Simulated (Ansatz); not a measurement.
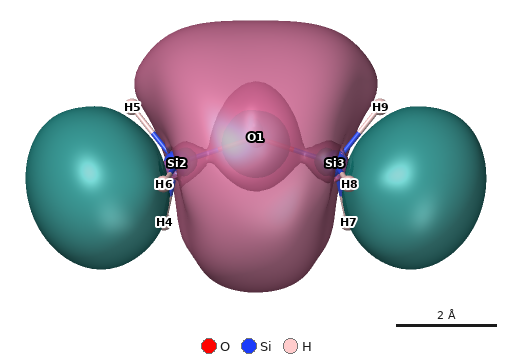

Figure. H$_{6}$OSi$_{2}$. One frontier orbital at ±0.05 Å⁻³ᐟ² (teal and pink are the two phases), seen from one side.

Geometry: PBE-D3(BJ)/def2-SVP.

Theory: isolated molecule in a Gaussian basis; Kohn-Sham density functional theory, functional PBE0 in Ansatz 0.2.0.

The calculation's input:

```
crystal:
  periodic: [false, false, false]
  atoms:
    - {symbol: O, position_ang: [-0.263904, -0.403345, -1.267247]}
    - {symbol: Si, position_ang: [-0.699116, 1.087363, -1.891593]}
    - {symbol: Si, position_ang: [0.286959, -1.129196, 0.136720]}
    - {symbol: H, position_ang: [-1.836274, 1.679466, -1.101204]}
    - {symbol: H, position_ang: [-1.129115, 0.884301, -3.314156]}
    - {symbol: H, position_ang: [0.467381, 2.039043, -1.849284]}
    - {symbol: H, position_ang: [-0.683765, -0.900919, 1.265463]}
    - {symbol: H, position_ang: [1.628125, -0.568415, 0.530375]}
    - {symbol: H, position_ang: [0.415851, -2.600619, -0.124255]}
basis:
  gaussian:
    orbitals: def2-TZVPD
hamiltonian:
  xc: pbe0
output:
  forces: true
  orbitals: {seedname: orbitals}
```

Run with:

```sh
ansatz run input.yaml --threads 1 --pin off --max-ram 2610MiB --events-out events.jsonl --progress --plain --runs-dir runs
```

> Which orbital is it: HOMO or LUMO?

The LUMO, at −0.51 eV. It lies mainly on Si2 (about 35 %), Si3 (about 35 %) and O1 (about 10 %).
